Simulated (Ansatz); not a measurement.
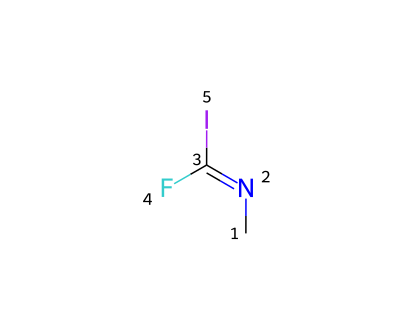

A structural formula, with wedges where it has stereocentres; small numbers name the atoms. The configuration is that of a computed structure (PBE-D4/def2-SVP).

**What are the Cahn–Ingold–Prelog descriptors?**

N2=C3: E.
